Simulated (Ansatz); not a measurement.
## C₃H₈Cl₂Si: phonon calculation

- system: C₃H₈Cl₂Si
- method: RKS r2SCANh-D4/STO-3G (Ansatz 0.2.0)

It belongs to a series of runs on one base structure; here: vibrations at the highest image of the band. Figures and captions count atoms from 1; the log counts them from 0 in places.

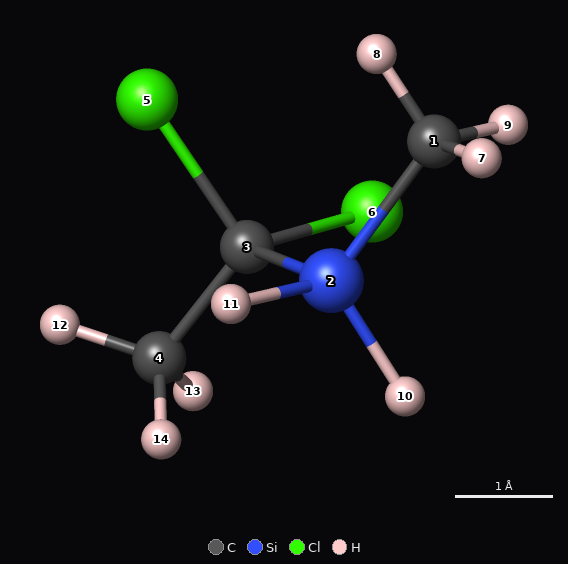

*The structure as given in the input (ball-and-stick view, seen at a tilt; atoms are numbered from 1 in the order of the input).*

### Input file
```yaml
crystal:
  periodic: [false, false, false]
  atoms:
    - { symbol: C, position_ang: [-1.294433, -0.334005, 1.872393] }
    - { symbol: Si, position_ang: [0.095274, -0.722439, 0.69732] }
    - { symbol: C, position_ang: [0.098891, 0.534745, -0.74126] }
    - { symbol: C, position_ang: [1.243319, 0.342066, -1.793123] }
    - { symbol: Cl, position_ang: [-1.545044, 0.41767, -1.615179] }
    - { symbol: Cl, position_ang: [0.23509, 2.247389, -0.015235] }
    - { symbol: H, position_ang: [-1.324532, -1.056838, 2.691807] }
    - { symbol: H, position_ang: [-2.257636, -0.364038, 1.356845] }
    - { symbol: H, position_ang: [-1.171815, 0.663183, 2.302506] }
    - { symbol: H, position_ang: [1.390851, -0.615732, 1.324623] }
    - { symbol: H, position_ang: [-0.046454, -2.024078, 0.089784] }
    - { symbol: H, position_ang: [0.819613, 0.159518, -2.787397] }
    - { symbol: H, position_ang: [1.872852, 1.238262, -1.838285] }
    - { symbol: H, position_ang: [1.870825, -0.514903, -1.515798] }
basis:
  gaussian: { orbitals: STO-3G }
hamiltonian:
  xc: r2scanh
  dispersion: d4
phonons: {}
```

Launched with:
```bash
ansatz run input.yaml --threads 1 --pin off --max-ram 2048MiB --backend cpu --events-out ev --progress --plain --runs-dir out
```

### Output
```
Engine: ansatz 0.2.0, x86_64-unknown-linux-gnu
Functional definition: r2SCANh
  parameter a = 0.1
  parameter k0 = 0.174
  parameter k1 = 0.065
  parameter a1 = 4.9479
  exchange = (1 - a)*r2scan_x(k0 = k0, k1 = k1, a1 = a1) + a*exact_x
  correlation = r2scan_c
691 factors; integrals over basis functions are off by at most 1.4e-5 eV
mean field evaluation 1: about -35758.0456 eV, gradient 2.8e1 eV
mean field evaluation 2: about -35754.3292 eV, gradient 4.6e1 eV
mean field evaluation 4: about -35760.8142 eV, gradient 6.5e-1 eV
mean field evaluation 8: about -35760.7501 eV, gradient 1.7e-2 eV
mean field -35760.75014793 eV, -1314.1833284293 hartree, gradient 1.7e-5 eV, S^2 0.000000; 0 other end points of the search recorded, 0 dependent functions left out
the calculation of the forces begins
reference -35760.75015419 eV, -1314.1833286595 hartree; 37, 37 occupied and 13, 13 virtual orbitals, 691 factors
these checks for a lower state are left out or cut short: stability, starts, cluster_reference, orbital_swaps, neighbouring_geometries, increment
691 factors; integrals over basis functions are off by at most 1.4e-5 eV
mean field evaluation 16: about -35760.7499 eV, gradient 2.0e-5 eV
mean field -35760.74994035 eV, -1314.1833208011 hartree, gradient 2.7e-6 eV, S^2 0.000000; 0 other end points of the search recorded, 0 dependent functions left out
[... from here on the field's lines of each further geometry are left out, up to the last ...]
the calculation of the forces begins
reference -35760.75013514 eV, -1314.1833279595 hartree; 37, 37 occupied and 13, 13 virtual orbitals, 691 factors
these checks for a lower state are left out or cut short: stability, starts, cluster_reference, orbital_swaps, neighbouring_geometries, increment
691 factors; integrals over basis functions are off by at most 1.4e-5 eV
mean field evaluation 512: about -35760.8152 eV, gradient 1.6e-1 eV
mean field -35760.75011370 eV, -1314.1833271713 hartree, gradient 1.6e-6 eV, S^2 0.000000; 0 other end points of the search recorded, 0 dependent functions left out
the calculation of the forces begins
reference -35760.75011996 eV, -1314.1833274015 hartree; 37, 37 occupied and 13, 13 virtual orbitals, 691 factors
WARN: phonons: modes at or below zero, which the zero-point energy, F, S and C_V leave out: 1, the lowest at -252.27 cm⁻¹. A minimum has none, and a first-order saddle one
Total energy: -35760.86133068 eV, -1314.1874143202 hartree
Atom 0 at    -1.294433    -0.334005     1.872393 Å, force    -0.007686     0.004099     0.001069 eV/Å
Atom 1 at     0.095274    -0.722439     0.697320 Å, force    -0.000048    -0.001767     0.002499 eV/Å
Atom 2 at     0.098891     0.534745    -0.741260 Å, force     0.008931    -0.007813    -0.004315 eV/Å
Atom 3 at     1.243319     0.342066    -1.793123 Å, force    -0.005443     0.006149    -0.006673 eV/Å
Atom 4 at    -1.545044     0.417670    -1.615179 Å, force    -0.003747     0.002951     0.000771 eV/Å
Atom 5 at     0.235090     2.247389    -0.015235 Å, force     0.000912     0.006468     0.002851 eV/Å
Atom 6 at    -1.324532    -1.056838     2.691807 Å, force    -0.000193    -0.001678     0.003074 eV/Å
Atom 7 at    -2.257636    -0.364038     1.356845 Å, force     0.002496    -0.000554     0.000453 eV/Å
Atom 8 at    -1.171815     0.663183     2.302506 Å, force    -0.000669    -0.003896    -0.004481 eV/Å
Atom 9 at     1.390851    -0.615732     1.324623 Å, force     0.001695     0.002342     0.001104 eV/Å
Atom 10 at    -0.046454    -2.024078     0.089784 Å, force     0.002688     0.000160    -0.000842 eV/Å
Atom 11 at     0.819613     0.159518    -2.787397 Å, force    -0.002932     0.000867    -0.000753 eV/Å
Atom 12 at     1.872852     1.238262    -1.838285 Å, force     0.000459    -0.001173     0.001421 eV/Å
Atom 13 at     1.870825    -0.514903    -1.515798 Å, force     0.003537    -0.006156     0.003822 eV/Å
Dipole moment:     0.361475    -0.488791     0.159813 e Å
Vibrations: -252.27 70.41 123.08 134.06 182.08 239.58 311.06 348.01 351.54 531.03 582.57 729.28 797.76 850.96 889.83 901.73 1045.58 1054.09 1110.10 1154.40 1184.11 1231.36 1533.32 1567.03 1680.19 1687.34 1710.41 1717.10 2692.07 2732.90 3361.24 3368.25 3533.95 3543.54 3547.29 3549.54 cm⁻¹, zero-point energy 3.102505 eV
```

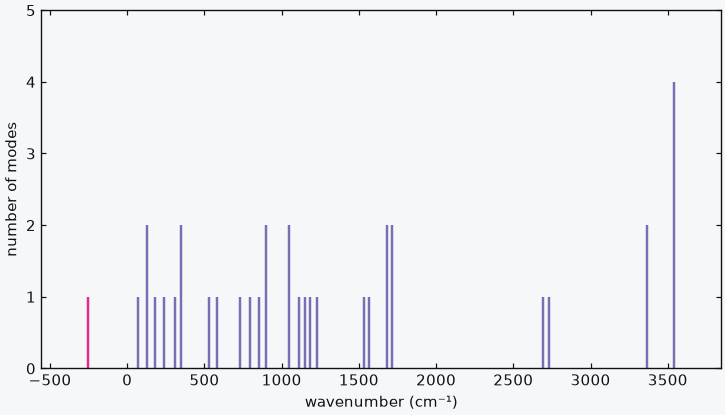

*Harmonic vibrational wavenumbers from the force constants; neighbouring modes closer than 17 cm⁻¹ are counted in one stick, and imaginary ones are drawn at negative wavenumbers.*

36 modes from 252i to 3550 cm⁻¹, 1 imaginary beyond 8i (252i cm⁻¹): a first-order saddle point, if the geometry is stationary.

### Key numbers

- outcome: converged
- total energy: −35760.8613 eV
- mean-field energy: −35760.7502 eV
- largest force (length of the vector): 0.013 eV/Å
- hardware: 1 thread of AMD EPYC (Zen 5), 16 GiB of memory available, shared host
- wall time: 2.5 min
- peak memory: 0.18 GiB
